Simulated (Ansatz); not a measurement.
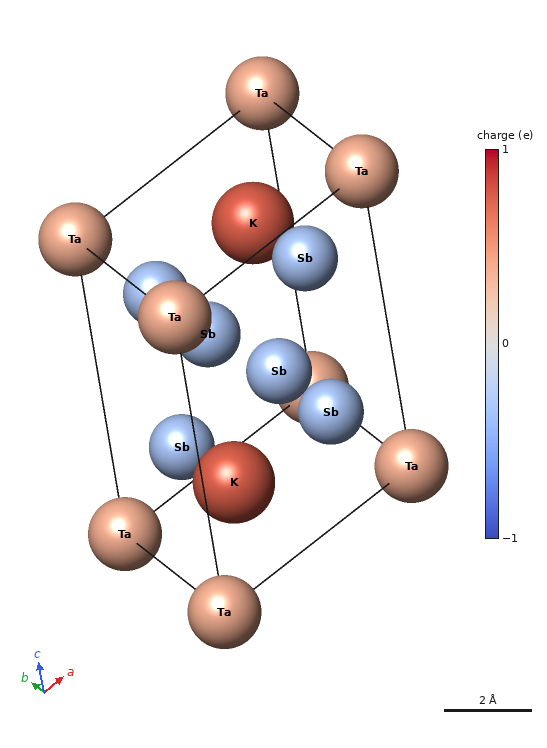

Spheres-only drawing of the structure, looking slightly off an axis. The edges of the simulation cell are marked. The atoms of this K2TaSb6 cell are coloured by their Bader charge.

Method: DFT, PAW plane waves, r2SCAN in Ansatz; cutoff 500 eV, 6×6×6 k-mesh, Fermi-Dirac smearing of 0.1 eV, no spin polarisation. The pressure of the cell is 15 GPa.

Q: Which atoms are positive and which negative?

A: Most positive: K; most negative: Sb. Charges: about K +0.7 e; Ta +0.4 e; Sb -0.3 e.

The geometry is that of a generated cell, made by putting these elements into a known structure type (the compound may or may not exist in this form), without relaxation. It was run through Ansatz as a DFT input.

At this level of theory the cell isn't at rest (compressed, at 15 GPa and forces up to 5.4 eV/Å), so its distances can differ from those at equilibrium, the more so the softer the solid.
